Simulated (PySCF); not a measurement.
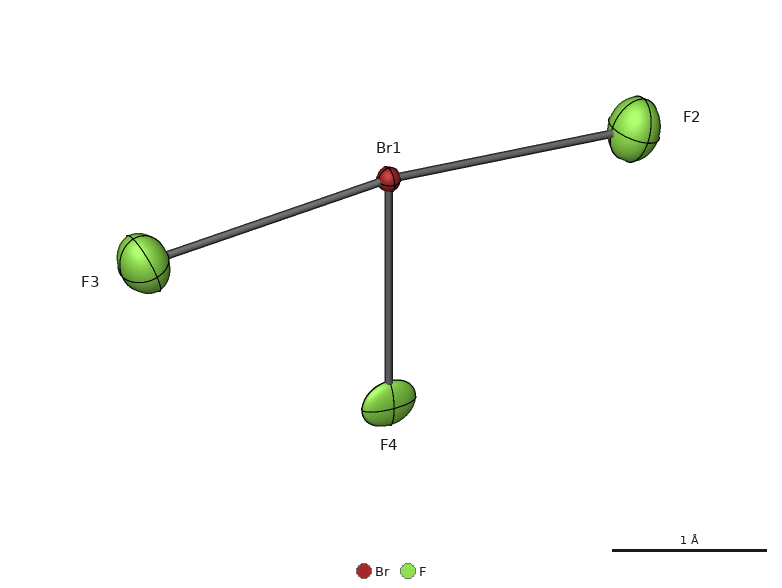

Displacement ellipsoids at the 50 % level, enlarged 3 times, from the internal vibrations of the free molecule (harmonic, no overall translation or rotation; no half-axis is drawn under 0.075 Å). Vibrations computed with RKS-based PBE0, Br def2-TZVP, F def2-TZVP; non-relativistic; density fitting (PySCF 2.14.0). Temperature: 200 K.

List U_eq and the three principal root-mean-square amplitudes for each kind of atom.

```csv
atom,U_eq (Å²),rms amplitudes (Å)
Br1,0.00027,"0.012, 0.018, 0.019"
"F2, F3",0.0018,"0.036, 0.042, 0.048"
F4,0.0010,"0.006, 0.036, 0.042"
```
